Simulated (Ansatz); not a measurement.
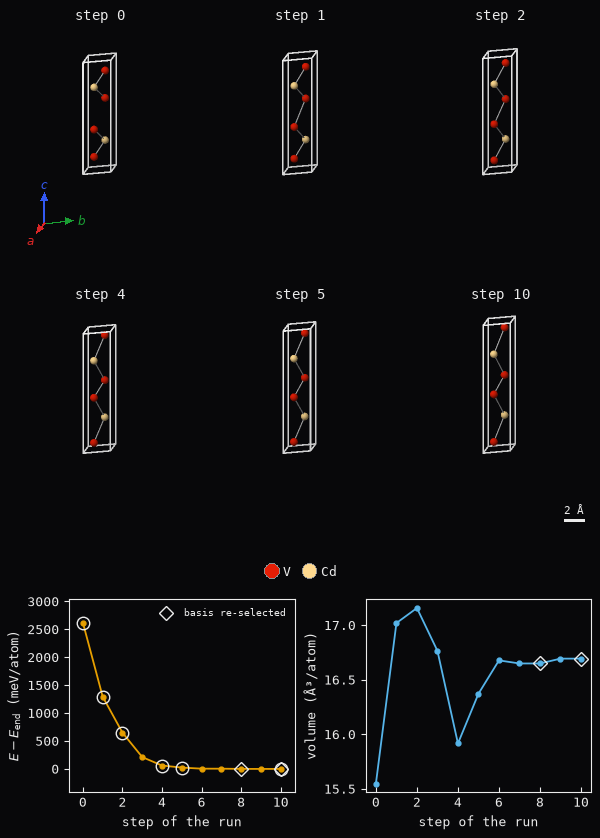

Frames of a relaxation of solid V2Cd (built on the 2H molybdenite_194 type) (coarse preliminary run), marked on the history of the run. Style: ball-and-stick. Shown: the cell of the calculation, slightly off an axis.

Case: 2H molybdenite type (P6_3/mmc, No. 194).

Method: DFT PBE, scalar-relativistic, plane waves, PAW in Ansatz 0.2.0.

Input file:
```yaml
crystal:
  lattice:
    - [3.0255749836, 0.0, 0.0]
    - [-1.5127874918, 2.6202247969, 0.0]
    - [0.0, 0.0, 11.7682459903]
  atoms:
    - { symbol: V, position: [0.3333333333, 0.6666666667, 0.6275], spin: 1.0 }
    - { symbol: V, position: [0.6666666667, 0.3333333333, 0.1275], spin: 1.0 }
    - { symbol: V, position: [0.3333333333, 0.6666666667, 0.8725], spin: 1.0 }
    - { symbol: V, position: [0.6666666667, 0.3333333333, 0.3725], spin: 1.0 }
    - { symbol: Cd, position: [0.3333333333, 0.6666666667, 0.25] }
    - { symbol: Cd, position: [0.6666666667, 0.3333333333, 0.75] }
basis:
  ecutwfc: 420
kpoints:
  mp_grid: { grid: [6, 6, 2] }
hamiltonian:
  xc: pbe
scf:
  occupations: { method: gaussian, width: 0.1 }
  lower_state_search: "off"
output:
  forces: true
  stress: true
  eigenvalues: true
  populations: true
magnetization:
  spin_polarized: true
relax:
  adjacent_minimum: "off"
  f_tol: 0.04
  max_steps: 70
  cell: { stress_tol: 0.4 }
```

Launched with:
```bash
ansatz run input.yaml --threads 1 --pin off --max-ram 2560MiB --backend cpu --events-out ev --progress --plain --runs-dir out
```

Q: What happens along the run?

A: Over 8 accepted moves (10 points after the start) the energy falls by 2620 meV per atom. The largest force component goes from 9.5 to 0.011 eV/Å. The pressure goes from 65.53 to 0.06 GPa. At 2 points the geometry stayed and the basis and grid were re-selected for the new cell (energy shift of 3.7 meV per atom at most each time). The largest moves relative to the cell, 0.85 Å, are those of V1, V2, V3 and V4. V2 goes along −c. Cd stays in place. The volume changes by +7.4 %, with a = b 3.026 → 2.932 Å (−3.1 %), c 11.768 → 13.451 Å (+14.3 %). Some distances before and after: V1–V3 2.883 → 4.999 Å, V1–V4 3.472 → 2.418 Å, V1–Cd6 2.265 → 3.019 Å, Cd5–Cd5 3.026 → 2.932 Å. New bonds form: V1–V4 (3.47 → 2.42 Å), V2–V3 (3.47 → 2.42 Å). Bond angles that change, for instance: Cd5–V2–Cd5 83.8° → 58.1°. The space group stays P6_3/mmc (No. 194). The program noted that the starting moments weren't kept. The run took 2.5 min on 1 thread of Arm Neoverse V2, with other jobs on the host, peak memory 0.46 GiB. From step 0 to 1: V atoms move most (0.20 Å), volume +9.5 %, energy −1325 meV per atom. From step 1 to 2: V atoms move most (0.20 Å), volume +0.8 %, energy −646 meV per atom. From step 2 to 4: V atoms move most (0.42 Å), volume −7.2 %, energy −589 meV per atom. From step 4 to 5: V atoms move most (0.08 Å), volume +2.9 %, energy −36.8 meV per atom. From step 5 to 10: V atoms move most (0.04 Å), volume +2.0 %, energy −24.0 meV per atom.

```json
{"step": "0", "E − E(0), meV/atom": "0.00", "largest force component, eV/Å": "9.4649", "pressure, GPa": "65.53", "volume, Å³/atom": "15.549", "note": ""}
{"step": "1", "E − E(0), meV/atom": "-1324.65", "largest force component, eV/Å": "5.4217", "pressure, GPa": "23.31", "volume, Å³/atom": "17.020", "note": ""}
{"step": "2", "E − E(0), meV/atom": "-1970.92", "largest force component, eV/Å": "3.6144", "pressure, GPa": "7.11", "volume, Å³/atom": "17.158", "note": ""}
{"step": "3", "E − E(0), meV/atom": "-2408.39", "largest force component, eV/Å": "2.3408", "pressure, GPa": "-0.66", "volume, Å³/atom": "16.765", "note": ""}
{"step": "4", "E − E(0), meV/atom": "-2559.51", "largest force component, eV/Å": "1.4507", "pressure, GPa": "8.24", "volume, Å³/atom": "15.917", "note": ""}
{"step": "5", "E − E(0), meV/atom": "-2596.30", "largest force component, eV/Å": "0.6137", "pressure, GPa": "1.02", "volume, Å³/atom": "16.372", "note": ""}
{"step": "6", "E − E(0), meV/atom": "-2615.72", "largest force component, eV/Å": "0.0449", "pressure, GPa": "-0.36", "volume, Å³/atom": "16.678", "note": ""}
{"step": "7", "E − E(0), meV/atom": "-2616.10", "largest force component, eV/Å": "0.0086", "pressure, GPa": "-0.10", "volume, Å³/atom": "16.650", "note": ""}
{"step": "8", "E − E(0), meV/atom": "-2619.77", "largest force component, eV/Å": "0.0103", "pressure, GPa": "0.31", "volume, Å³/atom": "16.650", "note": "same geometry, new basis"}
{"step": "9", "E − E(0), meV/atom": "-2620.29", "largest force component, eV/Å": "0.0109", "pressure, GPa": "0.06", "volume, Å³/atom": "16.694", "note": ""}
{"step": "10", "E − E(0), meV/atom": "-2620.30", "largest force component, eV/Å": "0.0112", "pressure, GPa": "0.06", "volume, Å³/atom": "16.694", "note": "same geometry, new basis"}
```
